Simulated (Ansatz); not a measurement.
**Geometry relaxation, with input and output: C$_{34}$H$_{20}$ (part 2 of 2)**

C$_{34}$H$_{20}$ (54 atoms in the cell); DFT, PBEsol, PAW, plane waves (Ansatz 0.2.0); cutoff 420 eV, 1×1×8 k-mesh, Fermi–Dirac smearing of 0.01 eV. 

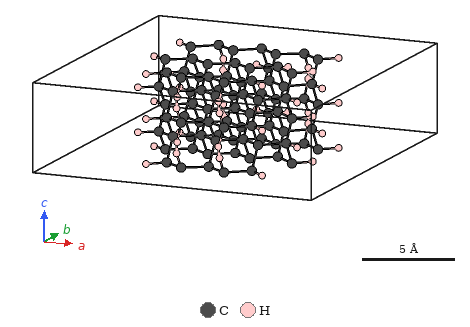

Fig. 1: The structure as given in the input (ball-and-stick view of the 2 repeat of the cell, with the vacuum cut short, seen slightly off an axis).

Output, continued
```
--- Forces (eV/Å), atoms counted from 1 ---
  atom   1  C      0.01319645     0.02679115     0.00934484
  atom   2  C      0.00010343    -0.00314022     0.00213508
  atom   3  C     -0.01749009    -0.01232974    -0.01216785
  atom   4  C      0.02077029     0.01217230     0.00700529
  atom   5  C     -0.00534960    -0.00239701     0.00293135
  atom   6  C      0.01451523     0.00430030    -0.01185565
  atom   7  C      0.00197984     0.00540536     0.01321662
  atom   8  C     -0.00083462    -0.00143932     0.00506531
  atom   9  C     -0.00613261     0.00529583     0.00881847
  atom  10  C     -0.00508632    -0.01126852     0.01068372
  atom  11  C      0.00659496     0.00787304    -0.00050677
  atom  12  C      0.00440277     0.00057446    -0.00005490
  atom  13  C     -0.00531867    -0.01960294    -0.00279912
  atom  14  C     -0.00696683    -0.00168841    -0.00070353
  atom  15  C     -0.01513217    -0.00446934    -0.00028906
  atom  16  C      0.00728534     0.00316249    -0.00105411
  atom  17  C      0.00293007     0.00025904    -0.01100481
  atom  18  C      0.00758492     0.00150825     0.00477195
  atom  19  C     -0.00102658     0.00408400     0.00172270
  atom  20  C      0.00080908    -0.00572828     0.00619286
  atom  21  C     -0.00405266    -0.00130468    -0.00334893
  atom  22  C     -0.01656345     0.00768400    -0.00631624
  atom  23  C     -0.00348184     0.00339605    -0.00594702
  atom  24  C      0.00245913    -0.00277113    -0.00073221
  atom  25  C     -0.00182978     0.01594600    -0.00834753
  atom  26  C      0.00801681     0.00222005     0.00193067
  atom  27  C      0.00302512     0.01204268     0.00746824
  atom  28  C      0.00161374     0.00299521    -0.01042960
  atom  29  C     -0.00759265    -0.00202516     0.00172425
  atom  30  C      0.00678695    -0.00146041     0.00729770
  atom  31  C     -0.00307042     0.00166143    -0.00088285
  atom  32  C      0.00292437    -0.01748617    -0.00740762
  atom  33  C      0.00000065     0.00016004    -0.00403768
  atom  34  C      0.01331714    -0.00621173    -0.00599583
  atom  35  H     -0.01198373     0.00687800     0.00121411
  atom  36  H      0.02362233     0.01393337     0.00799768
  atom  37  H      0.00069706    -0.00188893     0.00616273
  atom  38  H      0.00701800    -0.01299068     0.00079378
  atom  39  H     -0.00088837     0.00046730     0.00788420
  atom  40  H     -0.01857505    -0.01275793     0.00788689
  atom  41  H      0.00718997    -0.00598509    -0.00398977
  atom  42  H     -0.00509910     0.00519428    -0.00287797
  atom  43  H      0.00078851    -0.00022127     0.00177718
  atom  44  H      0.00270057     0.00429630     0.00214453
  atom  45  H      0.00565029    -0.00135508     0.00002256
  atom  46  H      0.00103959    -0.00292441    -0.00439441
  atom  47  H     -0.01161775     0.01546679     0.00433451
  atom  48  H     -0.02227795     0.00164649    -0.00870147
  atom  49  H     -0.00091166     0.00108039     0.00271778
  atom  50  H     -0.00102378    -0.00414596     0.00179229
  atom  51  H      0.01791552    -0.00811556    -0.00795809
  atom  52  H     -0.00915302    -0.02962127    -0.01116869
  atom  53  H     -0.00124473     0.00395358     0.00032053
  atom  54  H     -0.00224160     0.00288770    -0.00238233
  max |Σ_I F_I| component: 6.90e-6 eV/Å
--- Band table (eV; the first three rows and the last of 5) ---
  k-point 0: bands = ["-20.9364", "-20.2061", "-20.0549", "-19.2726", "-18.9829", "-18.6767", "-18.0270", "-17.8542", "-17.2391", "-16.9346", "-16.5046", "-16.4555", "-15.9907", "-15.5030", "-15.2931", "-14.7845", "-14.4673", "-13.3234", "-13.2475", "-12.3818", "-12.2655", "-11.8181", "-11.2495", "-11.0736", "-10.5278", "-10.4758", "-10.4610", "-9.7368", "-9.6856", "-9.1059", "-8.6948", "-8.6507", "-7.9792", "-7.9183", "-7.7738", "-7.3317", "-7.0442", "-6.9971", "-6.7044", "-6.6417", "-5.8915", "-5.7252", "-5.6172", "-5.4979", "-5.2485", "-5.2228", "-5.0481", "-4.9440", "-4.6690", "-4.3160", "-4.2223", "-4.2111", "-4.1115", "-3.9715", "-3.8499", "-3.6447", "-3.5752", "-3.4897", "-3.1694", "-3.1469", "-3.0671", "-2.9998", "-2.9687", "-2.8156", "-2.7735", "-2.5803", "-2.4828", "-2.1248", "-2.0061", "-1.9698", "-1.6889", "-1.4692", "-1.3467", "-1.1828", "-0.2880", "-0.2594", "-0.1240", "0.0984", "2.2270", "2.4047", "2.4805", "2.5155", "2.7055", "2.8824", "2.9871", "3.1743", "3.4339", "3.5175", "3.7658", "3.7983", "3.9007", "3.9069", "3.9200", "4.0915", "4.2977", "4.4108", "4.7219", "4.7945", "4.8047", "4.8419", "4.9125", "5.0528", "5.1019", "5.1191", "5.3283", "5.4541", "5.4910", "5.5517", "5.6179", "5.7162", "5.7224", "5.8913", "5.9617", "6.0393", "6.1257", "6.1390", "6.2145", "6.2692", "6.3203", "6.3962", "6.4716", "6.5104", "6.5932", "6.6553", "6.7603", "6.8342", "6.9498", "7.0550", "7.0620", "7.1183", "7.1476", "7.2137"]
  k-point 1: bands = ["-20.6465", "-19.9183", "-19.7676", "-18.9879", "-18.6999", "-18.3944", "-17.7498", "-17.5756", "-16.9657", "-16.6593", "-16.2388", "-16.1859", "-15.7262", "-15.2434", "-15.0330", "-14.5207", "-14.2103", "-13.0590", "-12.9907", "-12.1351", "-12.0186", "-11.6134", "-11.0477", "-10.9292", "-10.3408", "-10.2920", "-10.2305", "-9.6020", "-9.4808", "-8.9515", "-8.4958", "-8.4785", "-7.8758", "-7.8103", "-7.6827", "-7.1999", "-7.1107", "-7.0430", "-6.9332", "-6.6551", "-6.6104", "-6.3339", "-6.1354", "-6.0041", "-5.7157", "-5.6636", "-5.4648", "-5.4576", "-5.1557", "-5.1269", "-5.0687", "-4.8368", "-4.7681", "-4.5260", "-4.3954", "-4.2547", "-4.1850", "-4.0971", "-3.9929", "-3.7577", "-3.7177", "-3.6239", "-3.5060", "-3.4558", "-3.2666", "-3.1974", "-3.1265", "-2.9956", "-2.8909", "-2.4005", "-2.2707", "-2.0704", "-1.7163", "-1.4515", "-1.3354", "-1.2149", "-1.0927", "-0.8760", "2.4970", "2.6842", "2.7361", "2.8275", "2.9812", "3.1842", "3.3014", "3.5216", "3.7507", "3.8449", "4.0858", "4.1507", "4.2219", "4.2288", "4.2922", "4.4109", "4.6536", "4.7458", "5.1210", "5.1466", "5.1732", "5.2122", "5.3204", "5.3593", "5.5075", "5.5307", "5.8041", "5.8938", "5.9377", "5.9879", "6.0593", "6.2179", "6.2540", "6.2935", "6.3742", "6.4892", "6.5323", "6.6392", "6.6708", "6.7596", "6.8342", "6.8617", "6.9119", "6.9597", "7.1563", "7.2448", "7.3124", "7.3486", "7.4358", "7.4874", "7.5351", "7.6033", "7.6999", "7.8334"]
  k-point 2: bands = ["-19.7824", "-19.0621", "-18.9117", "-18.1419", "-17.8622", "-17.5541", "-16.9272", "-16.7531", "-16.1690", "-15.8408", "-15.4562", "-15.3904", "-14.9564", "-14.4931", "-14.2899", "-13.7835", "-13.5145", "-12.3193", "-12.2821", "-11.4840", "-11.4067", "-11.3085", "-10.9036", "-10.8477", "-10.3347", "-10.0797", "-9.8619", "-9.8102", "-9.4512", "-9.1278", "-8.8462", "-8.7269", "-8.3940", "-8.3179", "-8.0955", "-7.9963", "-7.9614", "-7.8800", "-7.6076", "-7.4401", "-7.2807", "-7.2038", "-6.9839", "-6.8624", "-6.8223", "-6.6213", "-6.5128", "-6.3519", "-6.1290", "-6.0748", "-5.9735", "-5.8885", "-5.6227", "-5.6133", "-5.3137", "-5.2534", "-5.1016", "-5.0131", "-4.9251", "-4.8876", "-4.6933", "-4.6576", "-4.5152", "-4.4035", "-4.2570", "-4.0700", "-3.8970", "-3.8344", "-3.7246", "-3.5997", "-3.4339", "-3.2474", "-3.1938", "-2.7799", "-2.5498", "-2.3054", "-2.1038", "-1.7110", "3.3766", "3.5257", "3.5905", "3.6996", "3.7868", "4.0483", "4.1683", "4.4632", "4.6151", "4.8093", "4.9700", "5.0253", "5.0811", "5.1684", "5.2857", "5.3208", "5.4609", "5.5577", "5.7072", "5.8114", "5.9877", "6.0099", "6.1235", "6.1596", "6.2686", "6.3405", "6.3618", "6.4370", "6.5697", "6.5834", "6.6426", "6.7483", "6.8760", "6.9595", "7.0742", "7.2143", "7.2951", "7.3900", "7.4037", "7.4318", "7.5346", "7.6079", "7.6803", "7.7113", "7.7717", "7.8061", "7.8544", "7.9858", "8.0654", "8.1267", "8.1872", "8.3033", "8.3754", "8.4004"]
  k-point 4: bands = ["-16.5028", "-16.4373", "-15.9679", "-15.8346", "-15.6499", "-15.6013", "-15.3215", "-15.0800", "-14.9705", "-14.3692", "-14.3404", "-14.2112", "-13.8823", "-13.8292", "-13.5682", "-12.6930", "-12.6791", "-12.6333", "-12.4682", "-12.4541", "-12.3544", "-12.2084", "-12.0203", "-11.5776", "-11.4431", "-11.1879", "-11.0519", "-10.9586", "-10.9234", "-10.7831", "-10.4977", "-10.2833", "-9.6066", "-9.3378", "-9.1539", "-9.0662", "-8.6290", "-8.5837", "-8.2267", "-7.8729", "-7.8489", "-7.6541", "-7.4897", "-7.3017", "-7.2691", "-7.0338", "-6.9499", "-6.7663", "-6.6866", "-6.6669", "-6.5203", "-6.5165", "-6.3854", "-6.3392", "-6.2397", "-6.1836", "-6.0500", "-5.9652", "-5.8101", "-5.5874", "-5.5526", "-5.3204", "-5.2019", "-5.1590", "-4.9789", "-4.9474", "-4.8614", "-4.7772", "-4.6849", "-4.5590", "-4.4852", "-3.7568", "-3.6971", "-3.5329", "-3.5103", "-3.5017", "-3.3831", "-3.3517", "4.9636", "4.9706", "5.4093", "5.5173", "5.6126", "5.6488", "5.7023", "6.0172", "6.1101", "6.1461", "6.1905", "6.2639", "6.3384", "6.4044", "6.7055", "6.8278", "6.9429", "6.9907", "7.1375", "7.2197", "7.2946", "7.3680", "7.5652", "7.6021", "7.7418", "7.8071", "7.8554", "7.9254", "8.0117", "8.1933", "8.2941", "8.3168", "8.3993", "8.4483", "8.5028", "8.5683", "8.6746", "8.6904", "8.7592", "8.8989", "8.9488", "8.9978", "9.0915", "9.1280", "9.1348", "9.1914", "9.2191", "9.3051", "9.3248", "9.3770", "9.4042", "9.4186", "9.4381", "9.4933"]
--- Relaxed structure (10 steps of the walk, 10 accepted, 0 SCFs on fresh bases) ---
  F+E_penalty+E_count = -8697.67452650 eV   max|allowed force component| = 2.962e-2 eV/Å
  atoms:
    - { symbol: C, position: [0.38033317119261634, 0.33046073066674836, -0.01581103746649637] }
    - { symbol: C, position: [0.37913336529884, 0.5001751888655178, 0.9860897764524306] }
    - { symbol: C, position: [0.3798026223989505, 0.6677726006199829, 0.9270306099825187] }
    - { symbol: C, position: [0.6193615705128765, 0.3303578782943396, -0.015835214688211696] }
    - { symbol: C, position: [0.6207138147305353, 0.5000641174421582, -0.01385259454600396] }
    - { symbol: C, position: [0.6201826093716739, 0.667657560269306, 1.0451975125813657] }
    - { symbol: C, position: [0.4998665827885135, 0.37281633164785777, 0.48321051596774023] }
    - { symbol: C, position: [0.49994016858151946, 0.542334648461871, 0.4861210467305943] }
    - { symbol: C, position: [0.5000390691207105, 0.7115762330524728, 0.48629414511104363] }
    - { symbol: C, position: [0.4998424307866761, 0.3298987812821465, -0.01834161246896837] }
    - { symbol: C, position: [0.4999223904314076, 0.4999050650378301, 0.9861336663533962] }
    - { symbol: C, position: [0.5000007621879781, 0.6705013340638101, -0.013699834471855077] }
    - { symbol: C, position: [0.37959782592876523, 0.3721513026386682, 0.4843447329938193] }
    - { symbol: C, position: [0.3790727599239203, 0.542721241849276, 0.48611438873297597] }
    - { symbol: C, position: [0.6201295381601462, 0.37204336742285216, 0.48439528489091677] }
    - { symbol: C, position: [0.6208115478832987, 0.5426109865969302, 0.48616083213569494] }
    - { symbol: C, position: [0.32102031585842994, 0.4148786118541587, 0.48649042210840787] }
    - { symbol: C, position: [0.3199106586920698, 0.5865630757222611, 0.48666249879362344] }
    - { symbol: C, position: [0.5600169003832663, 0.4150166987609641, 0.48558872893482485] }
    - { symbol: C, position: [0.5598816833898763, 0.5848323260326123, 0.48577530612593645] }
    - { symbol: C, position: [0.3206353764102551, 0.45573801207248216, -0.013618088657740612] }
    - { symbol: C, position: [0.3200048480621397, 0.6276425747570727, 0.9868314458283843] }
    - { symbol: C, position: [0.5598671037221468, 0.28979336392927985, 0.04193367579296359] }
    - { symbol: C, position: [0.560173719028362, 0.4576141208500315, -0.014147728967667916] }
    - { symbol: C, position: [0.5597871044641938, 0.6275935200923922, -0.014303281734929563] }
    - { symbol: C, position: [0.43975072530704673, 0.4150702373694238, 0.4857277221745191] }
    - { symbol: C, position: [0.44003845870707203, 0.5848914016890769, 0.4866880155378497] }
    - { symbol: C, position: [0.6787488169483438, 0.4147142097734409, 0.48671007870476046] }
    - { symbol: C, position: [0.6800082768210459, 0.5864058334544385, 0.4855754687603886] }
    - { symbol: C, position: [0.4397894332287176, 0.2898449128866689, 0.041786390975200316] }
    - { symbol: C, position: [0.4396329581052617, 0.4576682268203938, -0.014066225005136213] }
    - { symbol: C, position: [0.44016654101740615, 0.6276574489013635, -0.013275426995326356] }
    - { symbol: C, position: [0.6791736212787163, 0.4555740348468657, 0.9866562863039343] }
    - { symbol: C, position: [0.6799535180473686, 0.6274826157333822, 0.9853913583577465] }
    - { symbol: H, position: [0.33679499318868794, 0.3003999716073711, 0.9853400241989609] }
    - { symbol: H, position: [0.3795940224987906, 0.6806014475591571, 0.5249188184201872] }
    - { symbol: H, position: [0.37992672298958235, 0.7177289312822357, 0.07048215207222053] }
    - { symbol: H, position: [0.6628701759310751, 0.300257204605612, 0.9852358901672087] }
    - { symbol: H, position: [0.6200896134052155, 0.7176073891228989, 0.9016886327227049] }
    - { symbol: H, position: [0.6203831452724762, 0.6804858434371063, 0.44734771707257925] }
    - { symbol: H, position: [0.458387917977105, 0.7438127805299266, 0.48761691018225495] }
    - { symbol: H, position: [0.5417255544431498, 0.7437575260387356, 0.4850210694194419] }
    - { symbol: H, position: [0.2780922626212486, 0.3838680826461755, 0.48648415944720036] }
    - { symbol: H, position: [0.27627607413302746, 0.5572929929519216, 0.48299669024483416] }
    - { symbol: H, position: [0.27652335223897273, 0.4843769489988312, 0.986416453070388] }
    - { symbol: H, position: [0.2770735259035566, 0.6583902687896256, 0.9855613528759631] }
    - { symbol: H, position: [0.5595914045220687, 0.23987800117174002, 0.8966595442433494] }
    - { symbol: H, position: [0.559640861627443, 0.27664628548366804, 0.4431594834586221] }
    - { symbol: H, position: [0.7216458476811405, 0.38365764294769106, 0.4866539508452652] }
    - { symbol: H, position: [0.7236139541676543, 0.5570952100261714, 0.489392945831971] }
    - { symbol: H, position: [0.4400266942527531, 0.2399603505597003, 0.8963889875529525] }
    - { symbol: H, position: [0.44003525227681817, 0.27668469481353053, 0.4428464541525068] }
    - { symbol: H, position: [0.7233072778276122, 0.4841756929830712, -0.013223749155804487] }
    - { symbol: H, position: [0.7229200582714768, 0.6581791406867566, -0.013415352151506355] }
--- Löwdin populations: 54 sites ---
  site symbol       q [e]
     0      C      4.1312
     1      C      3.9817
     2      C      4.3335
     3      C      4.1312
     4      C      3.9817
     5      C      4.3335
     6      C      3.9872
     7      C      3.9863
     8      C      4.2960
     9      C      3.9705
    10      C      3.9858
    11      C      3.9549
    12      C      3.9647
    13      C      3.9833
    14      C      3.9647
    15      C      3.9833
    16      C      4.1200
    17      C      4.1211
    18      C      3.9903
    19      C      3.9878
    20      C      4.1214
    21      C      4.1179
    22      C      4.3350
    23      C      3.9883
    24      C      3.9786
    25      C      3.9903
    26      C      3.9877
    27      C      4.1200
    28      C      4.1211
    29      C      4.3351
    30      C      3.9883
    31      C      3.9786
    32      C      4.1215
    33      C      4.1179
    34      H      0.8441
    35      H      0.7892
    36      H      0.8436
    37      H      0.8441
    38      H      0.8436
    39      H      0.7892
    40      H      0.8408
    41      H      0.8408
    42      H      0.8462
    43      H      0.8472
    44      H      0.8485
    45      H      0.8354
    46      H      0.8367
    47      H      0.7835
    48      H      0.8463
    49      H      0.8472
    50      H      0.8365
    51      H      0.7835
    52      H      0.8485
    53      H      0.8354
  spilling = 0.005637 (of n_electrons = 156.000000)
```

Results in brief

```json
{"quantity": "outcome", "value": "converged"}
{"quantity": "electrons treated", "value": "156"}
{"quantity": "free energy", "value": "−8697.6745 eV"}
{"quantity": "Fermi energy", "value": "1.163 eV"}
{"quantity": "largest force (length of the vector) at the end", "value": "0.033 eV/Å"}
{"quantity": "wall time", "value": "2.6 min (CPU time 18 min)"}
{"quantity": "peak memory", "value": "3.1 GiB"}
```
